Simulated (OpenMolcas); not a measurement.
**GaSiH7O (SMILES [SiH3][OH+][GaH3-]), step by step**

Wanted: the energy (HF/ANO-R0), then a single-point energy (CASSCF(2,2)/ANO-R1), then an energy scan (CASPT2(2,2)/ANO-R1), then an energy scan (SC-NEVPT2(2,2)/ANO-R1), then the energy along one coordinate (MC-PDFT[tPBE](2,2)/ANO-R1) of GaSiH7O. 

The calculation is run with OpenMolcas 26.06.

## Step 1: The structure to begin with

GaSiH7O: 10 atoms, total charge 0, spin state singlet. SMILES: `[SiH3][OH+][GaH3-]`. Geometry: relaxed at PBE0-D4/def2-TZVP.

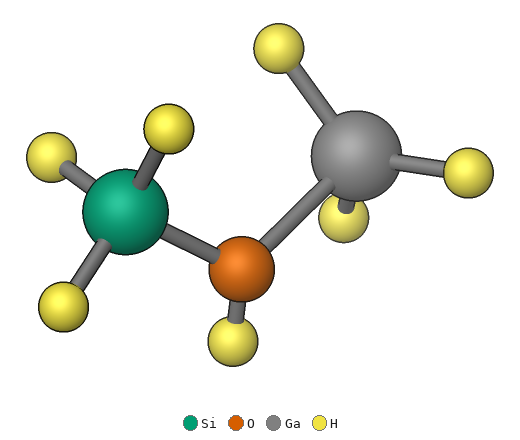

The structure, seen from a chosen angle (silicon teal, oxygen orange, gallium grey, hydrogen yellow).

## Step 2: A single-point energy at HF/ANO-R0 (sfX2C) (run 1)

File struct.xyz:

```xyz
10

Si    -0.484700     0.680100    -1.289300
O     -0.772200    -0.233700     0.097500
Ga     0.882100    -0.551000     1.475200
H     -1.767100     0.740000    -2.035000
H      0.556000     0.040700    -2.124900
H     -0.069600     2.013200    -0.814500
H     -1.323900    -1.014800     0.010100
H      0.306600     0.146600     2.760300
H      1.885600     0.253500     0.552600
H      0.870300    -2.125600     1.370900
```

File step1.inp:

```
>>> EXPORT MOLCAS_PRINT=2

&GATEWAY
  Coord=struct.xyz
  Basis=ANO-R0
  Group=NoSym

&SEWARD

&SCF
  PrOrbitals=0

&LOCALISATION
  Occupied
  Freeze
  Pipek-Mezey

&LOCALISATION
  FileOrb=$Project.LocOrb
  Virtual
  Pipek-Mezey
```

Started as:

```
$ export MOLCAS_MEM=1860
$ pymolcas step1.inp > step1.log
```

Standard output:

```text
--- Start Module: gateway ---
[...]
--- Stop Module: gateway /rc=_RC_ALL_IS_WELL_ ---
[...]
      Basis functions           39
[...]
       Convergence after  11 Iterations
[...]
::    Total SCF energy                              -2309.9886092613
[...]
      Total spin, S                                     0.0000000000
[...]
      Total electronic charge=   60.000000
      Total            charge=   -0.000000
[...]
      Dipole Moment (debye):
      Origin of the operator (angstrom)=    0.2947   -0.1887    0.5576
                   X= -3.9888E+00               Y= -3.3068E-01               Z= -2.9079E+00           Total=  4.9473E+00
      Quadrupole Moment (debye*angstrom):
[...]
--- Start Module: localisation ---
[...]
--- Stop Module: localisation /rc=_RC_ALL_IS_WELL_ ---
--- Start Module: localisation ---
[...]
--- Stop Module: localisation /rc=_RC_ALL_IS_WELL_ ---
[...]
```

Run time: 4.5 s. Hardware: 1 thread of Arm Neoverse V1, shared host; peak memory 0.41 GiB.

## Step 3: The energy at CASSCF(2,2)/ANO-R1 (sfX2C, RICD fitting) (run 2)

struct.xyz is that of step 2.

File step2.inp:

```
&GATEWAY
 COORD
 struct.xyz
 BASIS
 ANO-R0
 GROUP
 NoSym

&SEWARD

&RASSCF
 FILEORB
 $CurrDir/step1.LocOrb
 ALTER
 2
 1 27 30
 1 31 34
 SPIN
 1
 NACTEL
 2 0 0
 INACTIVE
 29
 RAS2
 2
 ORBLISTING
 Nothing
>>> COPY $Project.RunFile RUNFIL1
>>> COPY $Project.RasOrb INPORB

&GATEWAY
 COORD
 struct.xyz
 BASIS
 ANO-R1
 GROUP
 NoSym
 RICD

&SEWARD
>>> COPY $Project.RunFile RUNFIL2

&EXPBAS

&RASSCF
 FILEORB
 $Project.ExpOrb
 SPIN
 1
 NACTEL
 2 0 0
 INACTIVE
 29
 RAS2
 2
 ORBLISTING
 Nothing
 ORBAPPEAR
 Compact
```

Started as:

```
$ export MOLCAS_MEM=1860
$ pymolcas step2.inp > step2.log
```

Standard output:

```text
--- Start Module: gateway ---
[...]
      Basis functions           39
[...]
      Number of active orbitals                  2
[...]
      Spin quantum number                      0.0
[...]
      Active orbitals                            2
[...]
      Number of CSFs                             3
[...]
      Number of root(s) required                 1
[...]
      Convergence after 10 iterations
[...]
      printout of CI-coefficients larger than  0.05 for root  1
      energy=   -2309.995667
      conf/sym  11     Coeff  Weight
             1  20   0.99605 0.99211
             3  02  -0.08884 0.00789
      Natural orbitals and occupation numbers for root  1
      sym 1:   1.984215   0.015785
      ************************************************************************************************************************
      *                                                    Final results                                                     *
[...]
::    RASSCF root number  1 Total energy:  -2309.99566731
[...]
      Basis functions          106
[...]
      Convergence after 12 iterations
[...]
      Natural orbitals and occupation numbers for root  1
      sym 1:   1.982146   0.017854
      ************************************************************************************************************************
      *                                                    Final results                                                     *
[...]
::    RASSCF root number  1 Total energy:  -2310.83059599
[...]
      Total electronic charge=   60.000000
      Total            charge=   -0.000000
[...]
      Dipole Moment (debye):
      Origin of the operator (angstrom)=    0.2947   -0.1887    0.5576
                   X= -2.6012E+00               Y=  5.1368E-02               Z= -3.0290E+00           Total=  3.9930E+00
      Quadrupole Moment (debye*angstrom):
[...]
```

Wall time 19 s (1 thread of Arm Neoverse V1, shared host); peak memory 0.41 GiB.

## Step 4: The energy along one coordinate at CASPT2(2,2)/ANO-R1 (sfX2C, RICD fitting, ipea shift 0.25 Eh, pt2 variant SS) (run 3)

File step3.input:

```
>>> COPY $CurrDir/step2.RasOrb $Project.RasOrb
>>> ForEach K in (1, 2, 3, 4, 5, 6, 7, 8, 9)
&GATEWAY
Coord=$CurrDir/point$K.xyz
Basis=ANO-R1
Group=NoSym
RICD
&SEWARD
&RASSCF
FileOrb=$Project.RasOrb
Spin=1
Nactel=2 0 0
Inactive=29
Ras2=2
OrbListing=Nothing
OrbAppear=Compact
&CASPT2
Imaginary=0.2
Frozen=15
>>> EndDo
```

Started as:

```
$ export MOLCAS_MEM=1860
$ pymolcas step3.input > step3.log
```

Standard output:

```text
[...]
      Basis functions          106
[...]
      Number of active orbitals                  2
[...]
      Spin quantum number                      0.0
[...]
      Active orbitals                            2
[...]
      Number of CSFs                             3
[...]
      Number of root(s) required                 1
[...]
      Convergence after 12 iterations
[...]
      printout of CI-coefficients larger than  0.05 for root  1
      energy=   -2310.820344
      conf/sym  11     Coeff  Weight
             1  20   0.99691 0.99382
             3  02  -0.07860 0.00618
      Natural orbitals and occupation numbers for root  1
      sym 1:   1.987645   0.012355
      ************************************************************************************************************************
      *                                                    Final results                                                     *
[...]
::    RASSCF root number  1 Total energy:  -2310.82034417
[...]
::    CASPT2 Root  1     Total energy:  -2311.59791870
[...]
      Convergence after 11 iterations
[...]
      Natural orbitals and occupation numbers for root  1
      sym 1:   1.982131   0.017869
      ************************************************************************************************************************
      *                                                    Final results                                                     *
[...]
      Convergence after  9 iterations
[...]
      Convergence after  9 iterations
[...]
      Convergence after  9 iterations
[...]
::    RASSCF root number  1 Total energy:  -2310.69265107
[...]
::    CASPT2 Root  1     Total energy:  -2311.46053730
[...]
      Convergence after  8 iterations
[...]
::    RASSCF root number  1 Total energy:  -2310.68806153
[...]
      Reference weight:           0.85377
[...]
::    CASPT2 Root  1     Total energy:  -2311.45519673
[...]
```

It took 2.3 min on 1 thread of Arm Neoverse V1, shared host; peak memory 0.15 GiB.

The scan, from its lowest point:

| H4–Si1 (Å) | energy (kJ/mol) |
| --- | --- |
| 1.336 | 24.2 |
| 1.485 | 0.0 |
| 1.633 | 15.7 |
| 1.856 | 73.1 |
| 2.153 | 165.2 |
| 2.524 | 264.4 |
| 2.969 | 341.3 |
| 3.563 | 384.9 |
| 4.454 | 398.9 |

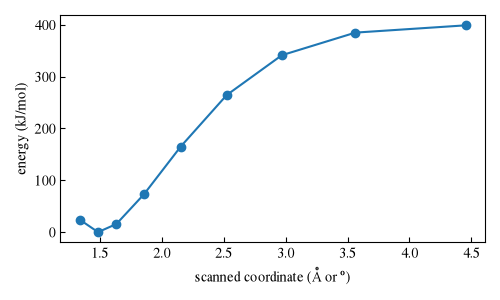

Energy along the scan.

## Step 5: An energy scan at SC-NEVPT2(2,2)/ANO-R1 (sfX2C, RICD fitting, pt2 variant SC-NEVPT2) (run 4)

File step4.input:

```
>>> COPY $CurrDir/step2.RasOrb $Project.RasOrb
>>> ForEach K in (1, 2, 3, 4, 5, 6, 7, 8, 9)

&GATEWAY
  Coord
  $CurrDir/point$K.xyz
  Basis
  ANO-R1
  Group
  NoSym
  RICD

&SEWARD

&RASSCF
  FileOrb
  $Project.RasOrb
  Spin
  1
  Nactel
  2 0 0
  Inactive
  29
  Ras2
  2
  OrbListing
  Nothing
  OrbAppear
  Compact

&CASPT2
  SC-NEVPT2
  Frozen
  15
>>> EndDo
```

Started as:

```
$ export MOLCAS_MEM=1860
$ pymolcas step4.input > step4.log
```

Standard output:

```text
--- Start Module: gateway ---
[...]
      Basis functions          106
[...]
      Number of active orbitals                  2
[...]
      Spin quantum number                      0.0
[...]
      Active orbitals                            2
[...]
      Number of CSFs                             3
[...]
      Number of root(s) required                 1
[...]
      Convergence after 12 iterations
[...]
      printout of CI-coefficients larger than  0.05 for root  1
      energy=   -2310.820344
      conf/sym  11     Coeff  Weight
             1  20   0.99691 0.99382
             3  02  -0.07860 0.00618
      Natural orbitals and occupation numbers for root  1
      sym 1:   1.987645   0.012355
      ************************************************************************************************************************
      *                                                    Final results                                                     *
[...]
::    RASSCF root number  1 Total energy:  -2310.82034417
[...]
::    SC-NEVPT2 Root  1     Total energy:  -2311.59300251
[...]
      Convergence after 11 iterations
[...]
      Natural orbitals and occupation numbers for root  1
      sym 1:   1.982131   0.017869
      ************************************************************************************************************************
      *                                                    Final results                                                     *
[...]
      Convergence after  9 iterations
[...]
      Convergence after  9 iterations
[...]
      Convergence after  9 iterations
[...]
::    RASSCF root number  1 Total energy:  -2310.69265107
[...]
::    SC-NEVPT2 Root  1     Total energy:  -2311.45902682
[...]
      Convergence after  8 iterations
[...]
::    RASSCF root number  1 Total energy:  -2310.68806153
[...]
::    SC-NEVPT2 Root  1     Total energy:  -2311.45394625
[...]
```

It took 2.2 min on 1 thread of Arm Neoverse V1, shared host; peak memory 0.15 GiB.

The scan, from its lowest point:

| H4–Si1 (Å) | energy (kJ/mol) |
| --- | --- |
| 1.336 | 25.5 |
| 1.485 | 0.0 |
| 1.633 | 14.6 |
| 1.856 | 70.6 |
| 2.153 | 161.2 |
| 2.524 | 259.2 |
| 2.969 | 334.9 |
| 3.563 | 377.3 |
| 4.454 | 390.6 |

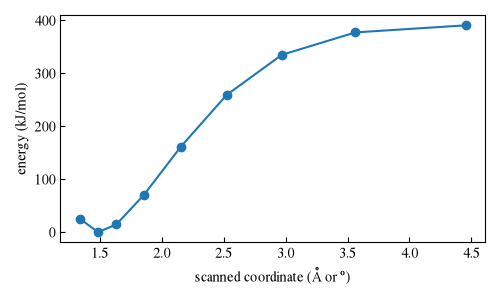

Energy along the scan.

## Step 6: An energy scan at MC-PDFT[tPBE](2,2)/ANO-R1 (sfX2C, RICD fitting) (run 5)

File step5.inp:

```
>>> COPY $CurrDir/step2.RasOrb $Project.RasOrb
>>> ForEach K in (1, 2, 3, 4, 5, 6, 7, 8, 9)
&GATEWAY
Coord
$CurrDir/point$K.xyz
Basis
ANO-R1
Group
NoSym
RICD
&SEWARD
&RASSCF
FileOrb
$Project.RasOrb
Spin
1
Nactel
2 0 0
Inactive
29
Ras2
2
OrbListing
Nothing
OrbAppear
Compact
&MCPDFT
KSDFT
T:PBE
>>> EndDo
```

Started as:

```
$ export MOLCAS_MEM=1860
$ pymolcas step5.inp > step5.log
```

Standard output:

```text
--- Start Module: gateway ---
[...]
      Basis functions          106
[...]
      Number of active orbitals                  2
[...]
      Spin quantum number                      0.0
[...]
      Active orbitals                            2
[...]
      Number of CSFs                             3
[...]
      Number of root(s) required                 1
[...]
      Convergence after 12 iterations
[...]
      printout of CI-coefficients larger than  0.05 for root  1
      energy=   -2310.820344
      conf/sym  11     Coeff  Weight
             1  20   0.99691 0.99382
             3  02  -0.07860 0.00618
      Natural orbitals and occupation numbers for root  1
      sym 1:   1.987645   0.012355
      ************************************************************************************************************************
      *                                                    Final results                                                     *
[...]
::    RASSCF root number  1 Total energy:  -2310.82034417
[...]
::    MCPDFT root number  1 Total energy:  -2312.96997652
[...]
      Convergence after 11 iterations
[...]
      Natural orbitals and occupation numbers for root  1
      sym 1:   1.982131   0.017869
      ************************************************************************************************************************
      *                                                    Final results                                                     *
[...]
      Convergence after  9 iterations
[...]
      Convergence after  9 iterations
[...]
      Convergence after  9 iterations
[...]
::    RASSCF root number  1 Total energy:  -2310.69265107
[...]
::    MCPDFT root number  1 Total energy:  -2312.82987754
[...]
      Convergence after  8 iterations
[...]
::    RASSCF root number  1 Total energy:  -2310.68806153
[...]
::    MCPDFT root number  1 Total energy:  -2312.82498855
[...]
```

Run time: 2.4 min. Hardware: 1 thread of Arm Neoverse V1, shared host; peak memory 0.15 GiB.

The scan, from its lowest point:

| H4–Si1 (Å) | energy (kJ/mol) |
| --- | --- |
| 1.336 | 26.6 |
| 1.485 | 0.0 |
| 1.633 | 13.3 |
| 1.856 | 67.8 |
| 2.153 | 158.7 |
| 2.524 | 261.0 |
| 2.969 | 345.3 |
| 3.563 | 394.5 |
| 4.454 | 407.3 |

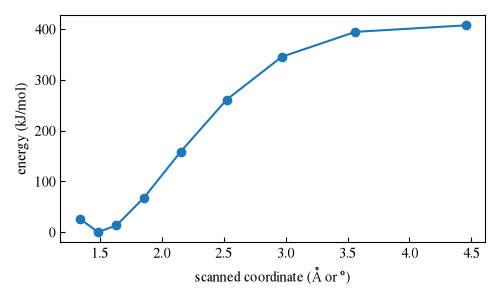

Energy along the scan.

## Step 7: What came out

| quantity | value |
| --- | --- |
| run 1, HF/ANO-R0: total energy | -2309.98861 Eh |
| run 1, HF/ANO-R0: dipole moment | 4.95 D |
| run 1, HF/ANO-R0: HOMO energy | -12.26 eV |
| run 1, HF/ANO-R0: LUMO energy | 0.98 eV |
| run 1, HF/ANO-R0: HOMO–LUMO gap | 13.25 eV |
| run 2, CASSCF(2,2)/ANO-R1: total energy | -2310.83060 Eh |
| run 2, CASSCF(2,2)/ANO-R1: dipole moment (CASSCF density) | 3.99 D |
| run 3, CASPT2(2,2)/ANO-R1: lowest energy of the scan | -2311.60714 Eh |
| run 4, SC-NEVPT2(2,2)/ANO-R1: lowest energy of the scan | -2311.60273 Eh |
| run 5, MC-PDFT[tPBE](2,2)/ANO-R1: lowest energy of the scan | -2312.98012 Eh |

**Reading.** Mulliken charges (run 1, HF/ANO-R0) run from -0.52 on O2 to +0.70 on Ga3; they depend strongly on the basis.
